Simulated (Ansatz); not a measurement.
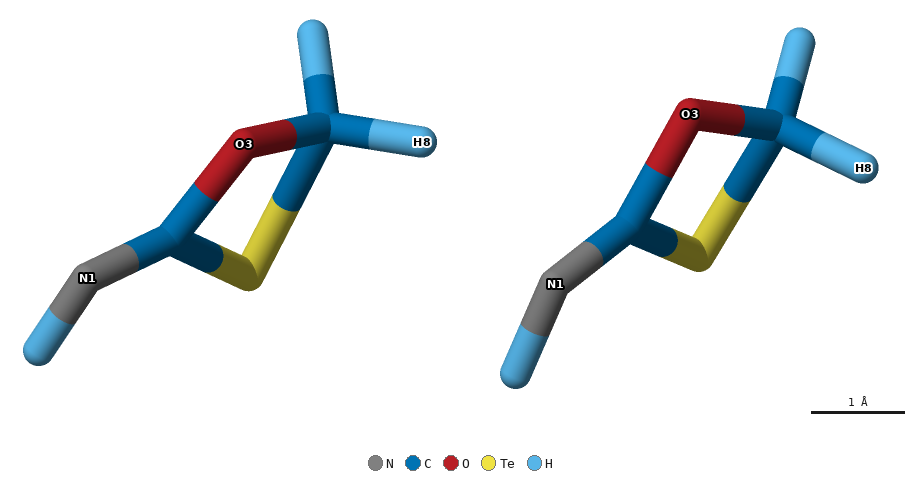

Two geometries of C2H3NOTe, drawn at one scale. One is the start of a relaxation, the other its converged end. A stick model, seen from a free direction.

The calculation used Ansatz, RKS PBE0-D4/def2-SVP. (no spin polarisation; force threshold 0.015 eV/Å; at most 40 steps)

Q: Which geometry has the lower energy?

A: The left one is the relaxed one. The run prepares an end point of a later path (torsion) calculation, from a guessed geometry. The largest moves after the best rigid fit, 0.38 Å, are those of O and H atoms. By element the largest moves are H 0.38 Å, O 0.37 Å, Te 0.24 Å, C 0.14 Å, N 0.10 Å. Near-neighbour distances that change, for instance: C–Te 2.029 → 2.176 Å, H–N 1.121 → 1.016 Å, C–O 1.412 → 1.348 Å, C–H 1.134 → 1.099 Å. Among the angles between lasting bonds that change: C–O–C 98.3° → 107.3°, N–C–O 131.0° → 123.9°, O–C–Te 101.7° → 94.9°. The energy falls by 19.1 kcal/mol in 6 accepted moves (7 points after the start). The largest force component goes from 3.5 to 0.0063 eV/Å. The line search rejected the trial step at point 4 of the run.
